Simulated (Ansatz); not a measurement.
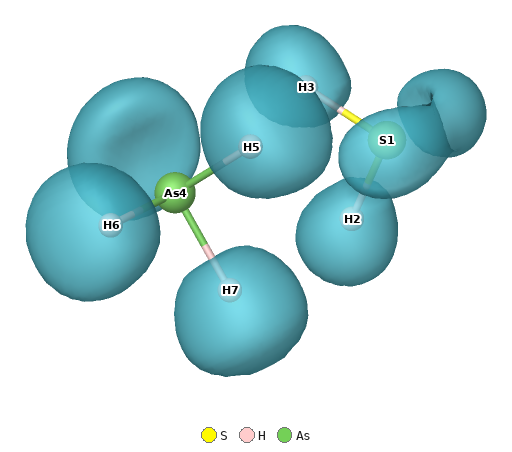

Figure 1: H2S···AsH3. Isosurface of the electron localisation function at 0.9 (cyan), seen at an oblique angle. Core shells and regions of very low density are left out.

Geometry: PBE0-D4/def2-TZVP.

All numbers below come from RKS PBE0-D4/def2-TZVPPD in Ansatz 0.2.0.

```xyz
7

S     0.7755   -0.2710   -2.2408
H    -0.3274   -1.0327   -2.2964
H     0.0542    0.8561   -2.1448
As   -0.4642    0.4515    1.2597
H     1.0418    0.5800    1.4146
H    -0.6863    0.4828    2.7673
H    -0.3934   -1.0667    1.2403
```

Question: Where are the electrons localised?

Answer: The ELF exceeds this value in five regions around hydrogen nuclei, one lobe on As, pointing away from the bonds (lone pairs) and one region wrapped around S (its lone pairs, merged into a ring or cap). Profiles from the grid: As4···S1 (3.78 Å): the ELF dips to about 0.05 between them (a non-bonded, intermolecular contact). S–H (1.34 Å): the ELF climbs to about 1 towards the hydrogen, as it does in any bond to H.
